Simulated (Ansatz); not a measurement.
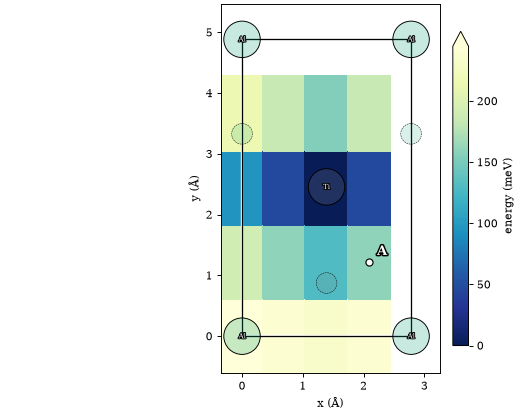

N₂ on a TiAl(101) slab cut from the P4/mmm phase, its upper half relaxed before the scan (12 atoms of substrate and one adsorbate in a 2 × 1 cell). N2 is moved over the surface cell at a fixed height above a rigid substrate; the origin of the map has the adsorbate above Al11; the height is held at 3.00 Å. Places are given modulo a cell vector. The map is drawn in real space over the plane of the surface. The grid has 4 × 4 points; 12 points were computed and 4 follow by symmetry. Places are given in fractions of the 1 × 1 surface cell. Energies: meV, counted from the lowest grid point. At a fixed height the lowest place need not be the adsorption site. These are results of DFT PBE+D3(BJ), scalar-relativistic, plane waves, PAW in Ansatz 0.2.0, not measurements. Settings: cutoff 420 eV, k-mesh 5×6×1, gaussian smearing 0.1 eV, no spin polarisation.

In the figure: one coloured cell a grid point, labelled circles for the atoms of the top layer and small ones for the second layer, the outline of one cell of the plane, one colour for all values above the top of the scale, the point A.

Question: Which way does the force act at A, and how strong is it?

Answer: A, at (3/4, 1/4) of the cell vectors, is not a stationary point. The computed force is 0.14 eV/Å in the plane, pointing up and left in the picture (components −0.07 and 0.12 eV/Å).

PAW datasets: the set soft_1.
